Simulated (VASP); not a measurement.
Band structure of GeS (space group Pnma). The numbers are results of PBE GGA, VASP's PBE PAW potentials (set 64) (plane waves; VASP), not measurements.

The path is coarsely sampled, so an indirect gap can come out somewhat too large.

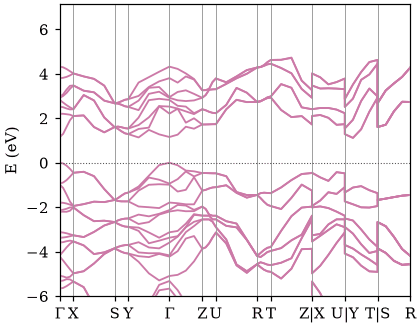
Figure. Bands along high-symmetry lines, zero at the valence-band maximum or, without a gap, the Fermi level

Read the plot: is there a gap, and where are the band edges?

The gap is indirect, 1.12 eV, from the valence maximum at Γ to the conduction minimum at Y-T at 0.25.

The structure comes from a computed database's GeS entry, a phase known from measurement. The cell was not relaxed at this level. The k-mesh is coarse (spacing up to 0.46 per Å, 2π included), so the numbers may not be converged in it.
